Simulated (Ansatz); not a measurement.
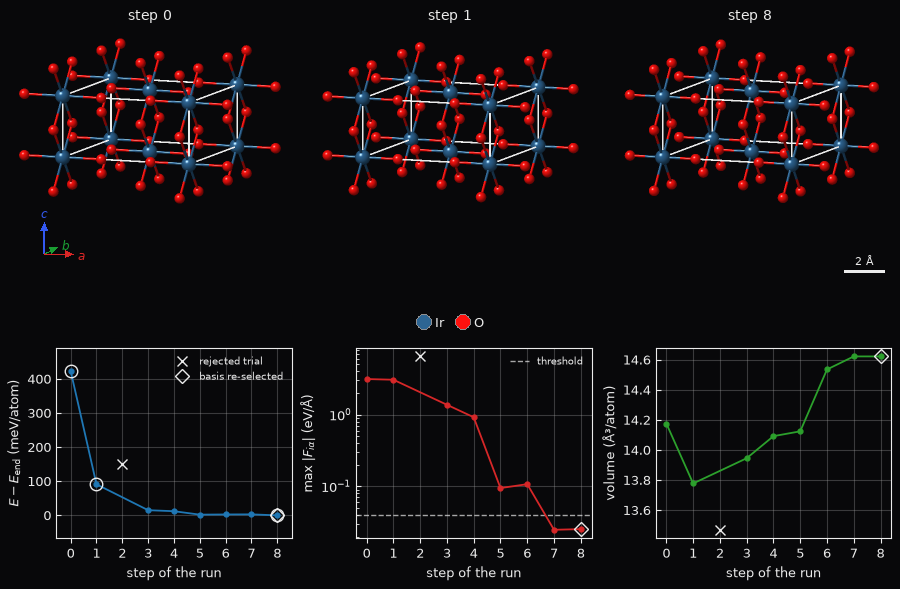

Frames of a relaxation of solid IrO4 (a generated structure, set up in Cmmm) (coarse preliminary run), marked on the history of the run. The picture is a ball-and-stick view of the conventional cell (2 times the calculation's cell), seen slightly off an axis. Lengths and directions refer to the drawn axes.

These are results of Ansatz 0.2.0, DFT PBE, scalar-relativistic, plane waves, PAW, not measurements.

The input:
```yaml
crystal:
  lattice:
    - [3.37821507, -3.37821507, 0.0]
    - [3.37821507, 3.37821507, 0.0]
    - [0.0, 0.0, 3.10538642]
  atoms:
    - { symbol: Ir, position: [0.0, 0.0, 0.0], spin: 1.0 }
    - { symbol: O, position: [0.695, 0.305, 0.0] }
    - { symbol: O, position: [0.305, 0.695, 0.0] }
    - { symbol: O, position: [0.805, 0.805, 0.5] }
    - { symbol: O, position: [0.195, 0.195, 0.5] }
basis:
  ecutwfc: 420
kpoints:
  mp_grid: { grid: [4, 4, 6] }
hamiltonian:
  xc: pbe
scf:
  occupations: { method: gaussian, width: 0.1 }
  lower_state_search: "off"
output:
  forces: true
  stress: true
  eigenvalues: true
  populations: true
magnetization:
  spin_polarized: true
relax:
  adjacent_minimum: "off"
  f_tol: 0.04
  max_steps: 70
  cell: { stress_tol: 0.4 }
```

Command:
```bash
ansatz run input.yaml --threads 1 --pin off --max-ram 2560MiB --backend cpu --events-out ev --progress --plain --runs-dir out
```

### What happens along the run?

The energy falls by 424 meV per atom in 6 accepted moves (8 points after the start). The largest force component goes from 3.1 to 0.025 eV/Å. The pressure goes from −18.21 to 0.21 GPa. The line search rejected the trial step at point 2 of the run. The SCF was repeated once at an unchanged geometry on a basis and grid sized afresh for the cell, which shifted the energy by 2.9 meV per atom at most. The largest moves relative to the cell, 0.35 Å, are those of O2 and O3. O2 goes along +a. Ir stays in place. Cell: a 6.756 → 6.904 Å (+2.2 %), b 6.756 → 6.913 Å (+2.3 %), c 3.105 → 3.064 Å (−1.3 %). Volume +3.1 %. Among the contacts that change: Ir1–O2 2.061 → 1.759 Å, Ir1–O4 2.036 → 1.968 Å. Among the angles between lasting bonds that change: O4–Ir1–O5 80.6° → 77.8°, O4–Ir1–O4 99.4° → 102.2°, Ir1–O4–Ir1 99.4° → 102.2°. The space group stays Cmmm (No. 65). The program noted that the starting moments weren't kept. The run may lie on a higher electronic state than the lowest, so the end point isn't shown to be the ground-state structure. From step 0 to 1: O atoms move most (0.20 Å), volume −2.8 %, energy −333 meV per atom. From step 1 to 8: O atoms move most (0.15 Å), volume +6.1 %, energy −91.1 meV per atom.
